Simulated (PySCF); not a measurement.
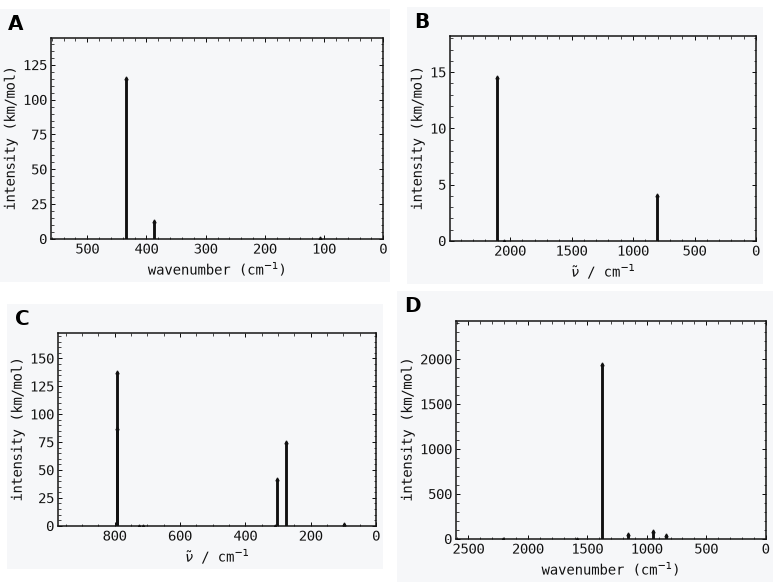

Unscaled harmonic wavenumbers and double-harmonic intensities, PBE0/def2-TZVP (ECP), PySCF, isolated molecule. Structures are the lowest points that the searches found. Degenerate modes count as one line, with their intensities summed.

### Assign the panels.
1. PI₂⁺, singlet
2. TeF₅⁺, singlet
3. IH₃, singlet
4. TlH₂⁺, singlet

A: 1 (most intense lines at 435.3 and 387.5 cm⁻¹)
B: 4 (most intense lines at 2108.5 and 804.3 cm⁻¹)
C: 2 (most intense lines at 793.0, 791.5 and 275.4 cm⁻¹)
D: 3 (most intense lines at 1374.6 cm⁻¹)

Limits of at least one run: spin-orbit coupling is left out, and with Tl it can shift these values.
